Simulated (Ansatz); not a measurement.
# C₃H₆FGaO: shape, modes and thermochemistry

Aim: relax C₃H₆FGaO from a cheap starting geometry, then compute its harmonic vibrations to see whether it is a minimum and to get the zero-point energy and entropy, and look at its orbitals and charge.

Computed with Ansatz 0.2.0, Gaussian basis. Level: RKS PBE0-D4/def2-TZVP.

Plan: relaxation at PBE0-D4/def2-TZVP; harmonic vibrations at the same level; a single point in def2-TZVPP for the fields.

**1. Where the work starts**

SMILES `C[C]1(F)C[O][GaH]1`, 12 atoms, charge 0, spin multiplicity 1.

Atoms are counted from 1 here; the program's logs count them from 0.

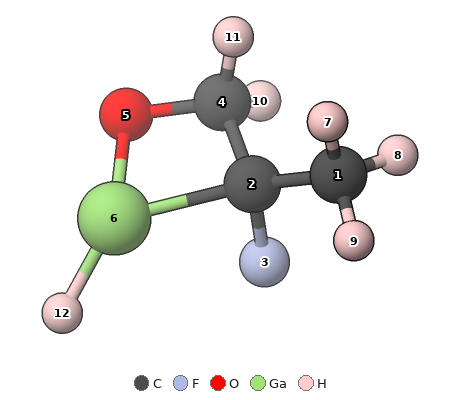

Start geometry, drawn with carbon dark grey, fluorine light blue, oxygen red, gallium green, hydrogen pink; atoms are numbered from 1 in the order of the file.

Geometry (Å):

```mol
C3H6FGaO
  3D, bonds by distance, orders not assigned

 12 12  0  0  0  0  0  0  0  0999 V2000
   -0.9734   -1.1424    0.6768 C   0  0
   -0.1550    0.0316    0.2221 C   0  0
   -1.0272    1.1909    0.1069 F   0  0
    0.5903   -0.0600   -1.1086 C   0  0
    1.6272    0.9125   -1.0717 O   0  0
    1.2860    1.4288    0.6418 Ga  0  0
   -0.3176   -1.9886    0.8702 H   0  0
   -1.7009   -1.4223   -0.0872 H   0  0
   -1.5082   -0.8886    1.5904 H   0  0
   -0.0712    0.1669   -1.9502 H   0  0
    1.0125   -1.0609   -1.2360 H   0  0
    1.2375    2.8321    1.3454 H   0  0
  1  2  8  0
  2  3  8  0
  2  4  8  0
  4  5  8  0
  5  6  8  0
  1  7  8  0
  1  8  8  0
  1  9  8  0
  4 10  8  0
  4 11  8  0
  6 12  8  0
  2  6  8  0
M  END
```

The start is a GFN2-xTB geometry.

**2. Geometry optimisation, PBE0-D4/def2-TZVP**

The input, in.yaml:

```yaml
crystal:
  periodic: [false, false, false]
  atoms:
    - {symbol: C, position_ang: [-0.973440, -1.142390, 0.676780]}
    - {symbol: C, position_ang: [-0.154990, 0.031570, 0.222120]}
    - {symbol: F, position_ang: [-1.027150, 1.190940, 0.106920]}
    - {symbol: C, position_ang: [0.590280, -0.060050, -1.108590]}
    - {symbol: O, position_ang: [1.627150, 0.912540, -1.071720]}
    - {symbol: Ga, position_ang: [1.286050, 1.428800, 0.641810]}
    - {symbol: H, position_ang: [-0.317630, -1.988640, 0.870230]}
    - {symbol: H, position_ang: [-1.700950, -1.422340, -0.087210]}
    - {symbol: H, position_ang: [-1.508160, -0.888620, 1.590440]}
    - {symbol: H, position_ang: [-0.071150, 0.166910, -1.950190]}
    - {symbol: H, position_ang: [1.012500, -1.060850, -1.235990]}
    - {symbol: H, position_ang: [1.237490, 2.832140, 1.345400]}
basis:
  gaussian: {orbitals: def2-TZVP}
hamiltonian: {xc: pbe0, dispersion: d4}
relax: {f_tol: 0.005, max_steps: 150}
```

Run with:

```bash
$ ansatz run in.yaml --threads 2 --pin off --events-out ev --progress --plain --max-ram 32768MiB --backend cuda --devices 0, --max-vram 18GiB
```

The runs that follow: Vibrations by finite differences; Fields at the relaxed geometry.

**Question.** What will the summary of the whole plan be? Wanted: point group; shift from the start; total energy; dispersion term; dipole moment; lowest, highest wavenumber; zero-point energy; HOMO, LUMO.

**Answer**, as computed:

| quantity | value |
| --- | --- |
| point group | C1 |
| steps | 13 |
| shift from the start (rms) | 0.420 Å |
| total energy | -60338.1527 eV |
| dispersion term | -232 meV |
| dipole moment | 2.13 D |
| lowest, highest wavenumber | 74, 3134 cm⁻¹ |
| zero-point energy | 223.4 kJ/mol |
| entropy at 298.15 K | 351.5 J/(mol K) |
| HOMO, LUMO | -7.23, -1.35 eV |

In words: The atoms moved 0.42 Å (rms) from the start; the bond that changed most is C2–F3, from 1.455 to 1.396 Å. All wavenumbers are real, so the end point is a minimum. The stiffest mode, 3134 cm⁻¹, is a C–H stretch, and 2 modes under 200 cm⁻¹ make the vibrational entropy uncertain. Harmonic hybrid wavenumbers usually lie a few per cent above measured fundamentals. The largest Mulliken charge, -0.42 e, sits on O5. The HOMO lies mostly on C2 32 %; Ga6 17 % and the LUMO on Ga6 53 %; H12 21 %.
